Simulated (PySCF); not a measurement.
# N2H (dinitrogen monohydride) at UB3LYP/STO-3G

Aim: the energy change on altering one bond length of N2H (dinitrogen monohydride) at UB3LYP/STO-3G, from 2 runs. The job is set up through a Python script.

The results are computed with PySCF 2.14.0.

10 further runs of the same task are left out: 10 set aside as unsound or not needed.

## 1. Starting point

N2H: 3 atoms, total charge 0, spin state doublet. As SMILES, `[N]=N`. Geometry: relaxed at GFN2-xTB.

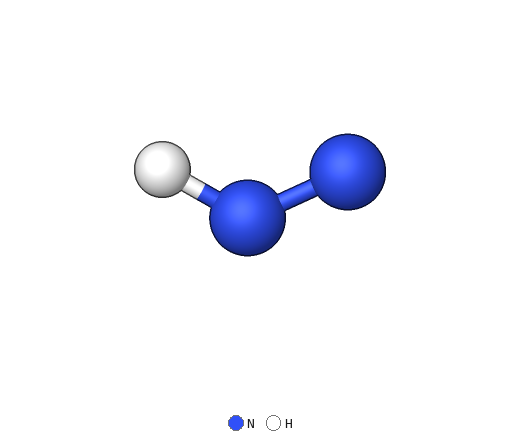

Viewed from a chosen angle; nitrogen blue, hydrogen white.

## 2. The energy at UB3LYP/STO-3G

run.py

```python
# dinitrogen monohydride
from pyscf import gto, dft

molecule = gto.M(
    atom='''
N      0.715210    -0.640440     0.325220
N     -0.243160    -0.185380    -0.152740
H     -0.472040     0.825820    -0.172480
''',
    max_memory=1860,
    verbose=3,
    charge=0,
    spin=1,
    basis='sto-3g',
)

mf = dft.UKS(molecule, xc='b3lyp')
mf.grids.level = 5
mf.conv_tol = 1e-10
mf.kernel()
if not mf.converged:
    mf = mf.newton().run(mf.mo_coeff, mf.mo_occ)

e_tot = mf.e_tot
print('E(%s) = %.9f' % ('B3LYP', e_tot))
```

Started as:

```bash
$ OMP_NUM_THREADS=1 python run.py
```

Output:

```text
converged SCF energy = -108.543938159793  <S^2> = 0.75235319  2S+1 = 2.0023518
E(B3LYP) = -108.543938160
```

Run time: 2.5 s. Hardware: 1 thread of Arm Neoverse V1, shared host; peak memory 0.17 GiB.

## 3. The distorted shape

geometry.xyz

```xyz
3

N      0.898305    -1.449360     0.341011
N     -0.060065    -0.994300    -0.136949
H     -0.472040     0.825820    -0.172480
```

job.py

```python
from pyscf import gto, dft

mol = gto.M(
    atom='geometry.xyz',
    max_memory=1860,
    basis='sto-3g',
    spin=1,
    charge=0,
    verbose=4,
)

mf = dft.UKS(mol)
mf.xc = 'b3lyp'
mf.conv_tol = 1e-10
mf.grids.level = 5
mf.kernel()
if not mf.converged:
    mf = mf.newton().run(mf.mo_coeff, mf.mo_occ)

e_tot = mf.e_tot
print(f'total energy: {e_tot:.8f} hartree')
```

Started as:

```bash
$ OMP_NUM_THREADS=1 python job.py
```

Output:

```text
PySCF version 2.14.0

[INPUT] num. atoms = 3
[INPUT] num. electrons = 15
[INPUT] charge = 0
[INPUT] spin (= nelec alpha-beta = 2S) = 1
[INPUT] symmetry False subgroup None
[INPUT] Mole.unit = angstrom
[INPUT] Symbol           X                Y                Z      unit          X                Y                Z       unit  Magmom
[INPUT]  1 N      0.898305000000  -1.449360000000   0.341011000000 AA    1.697550426327  -2.738893455900   0.644417395464 Bohr   0.0
[INPUT]  2 N     -0.060065000000  -0.994300000000  -0.136949000000 AA   -0.113506399672  -1.878954685655  -0.258796103033 Bohr   0.0
[INPUT]  3 H     -0.472040000000   0.825820000000  -0.172480000000 AA   -0.892026319840   1.560573628188  -0.325939961965 Bohr   0.0

nuclear repulsion = 25.6376515155584
number of shells = 7
number of NR pGTOs = 33
number of NR cGTOs = 11
basis = sto-3g
ecp = {}

[... 34 lines left out ...]
WARN: HOMO -0.120224525484139 >= LUMO -0.120224525484138
[... 46 lines left out ...]
converged SCF energy = -108.521573098806  <S^2> = 0.75612481  2S+1 = 2.0061155
total energy: -108.52157310 hartree
```

It took 2.6 s on 1 thread of Arm Neoverse V1, shared host; peak memory 0.17 GiB.

## 4. Results

Level: UB3LYP/STO-3G.

```
                                                         quantity          value
                                        first shape: total energy  -108.54394 Eh
                                       first shape: dipole moment         1.92 D
                  first shape: HOMO energy (highest over α and β)       -3.26 eV
                   first shape: LUMO energy (lowest over α and β)        1.21 eV
                                                first shape: ⟨S²⟩          0.752
                                    distorted shape: total energy  -108.52157 Eh
                                   distorted shape: dipole moment         0.26 D
              distorted shape: HOMO energy (highest over α and β)       -5.53 eV
               distorted shape: LUMO energy (lowest over α and β)        0.22 eV
                                            distorted shape: ⟨S²⟩          0.756
energy change with the N2–H3 bond stretched from 1.037 to 1.867 Å       0.609 eV
```

With the N2–H3 bond stretched from 1.037 to 1.867 Å the energy rises by 0.61 eV (58.7 kJ/mol). The first shape isn't relaxed at this level, so the change isn't measured from a minimum. The minimal basis adds a large error of its own.
